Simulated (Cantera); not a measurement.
A closed system holds: 1 mol PbS, 0.35 mol H₂, at 0.133 bar.

Method: chemical equilibrium by Gibbs-energy minimisation in Cantera with the NASA 1993 tables (ideal gas, pure condensed phases). Candidate condensed phases: Pb, PbS, S; 10 gas species. Mutual solubility and eutectic melting of coexisting phases are not modelled. Gases not in the tables: S₃ to S₇. Rates play no part.

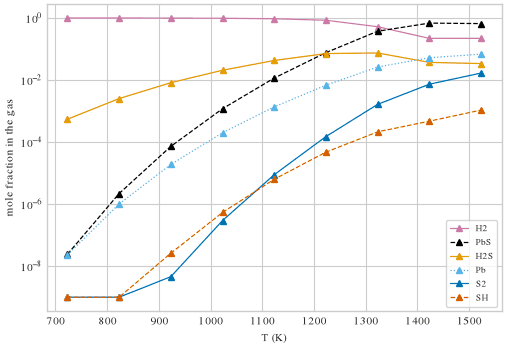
Figure. Equilibrium gas composition (values under 1e-9 drawn at 1e-9)

**Question.** Read off the mole fractions at 823 K.

**Answer.** H₂ about 1.00, H₂S about 0.0025, PbS about 2.2e-6, Pb about 1.0e-6.
